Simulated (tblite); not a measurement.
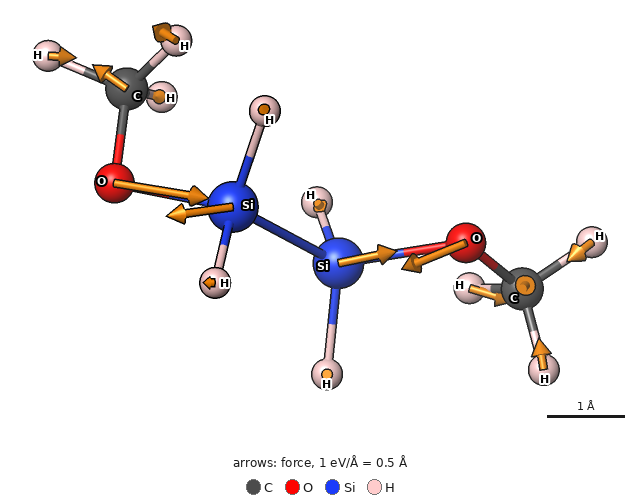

Starting geometry of C2H10O2Si2 with the computed forces as orange arrows. A ball-and-stick model, seen from a free direction.

Computed with tblite 0.8.0, GFN2-xTB geometry optimisation, gas phase. 

Question: Is this structure relaxed? If not, where do the atoms go?

Answer: It isn't relaxed: the largest force vector, on an O atom, is 2.73 eV/Å. The final displacements have little in common with the starting forces (cosine between the two patterns 0.28). The energy falls by 115.5 kJ/mol in 145 geometry steps. An H atom moves most after the best rigid fit: 1.58 Å. Largest moves by element: H 1.58 Å, O 0.62 Å, Si 0.47 Å, C 0.46 Å. Some distances before and after: O–Si 1.746 → 1.630 Å, O–Si 1.726 → 1.624 Å, Si–Si 2.217 → 2.288 Å, C–H 1.117 → 1.091 Å. Among the angles between lasting bonds that change: C–O–Si 104.8° → 128.8°, Si–O–C 105.5° → 127.1°, H–Si–H 113.3° → 101.2°. Groups turn about C–O by about 45°, C–O by about 35°, Si–Si by about 25°.
